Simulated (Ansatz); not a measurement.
NaH₆Rh (space group Pm-3, No. 200). Coordinates: the input geometry of an electronic-structure calculation (not necessarily at equilibrium); the starting structure was generated, so it need not be a known form of this composition.

```cif
data_structure
_symmetry_space_group_name_H-M 'Pm-3'
_symmetry_Int_Tables_number 200
_cell_length_a 4.0137
_cell_length_b 4.0137
_cell_length_c 4.0137
_cell_angle_alpha 90.000
_cell_angle_beta 90.000
_cell_angle_gamma 90.000
_cell_volume 64.66
loop_
_atom_site_label
_atom_site_type_symbol
_atom_site_symmetry_multiplicity
_atom_site_Wyckoff_symbol
_atom_site_fract_x
_atom_site_fract_y
_atom_site_fract_z
_atom_site_occupancy
Na1 Na 1 b 0.50000 0.50000 0.50000 1
H1 H 6 f 0.00000 0.50000 0.88886 1
Rh1 Rh 1 a 0.00000 0.00000 0.00000 1
```

Bonds are taken as H–Rh below 2.3 Å; Na is left out of the net, as the electropositive filling of the structure. Simplification: prune 0- and 1-connected atoms, fold 2-connected ones into links. Two bridges between the same pair of nodes count as one edge.

Derive the underlying net.

The result is a uninodal 6-connected, three-periodic net: Rh is a 6-connected node. H becomes part of the edges. It is the pcu net, known from NaCl, ReO3 and the B-X framework of perovskite. It is a single net, without interpenetration.

```csv
node,links,point symbol,coordination sequence
Rh,6,4¹²·6³,6 18 38 66
```

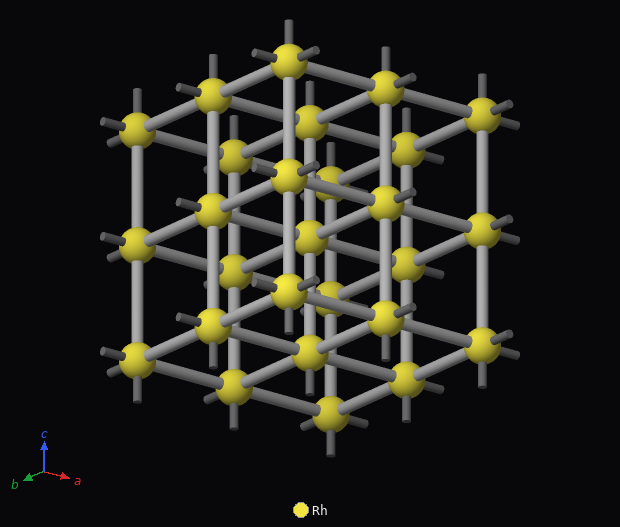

Nodes are coloured by topological kind. Short stubs are edges that leave the cut-out.
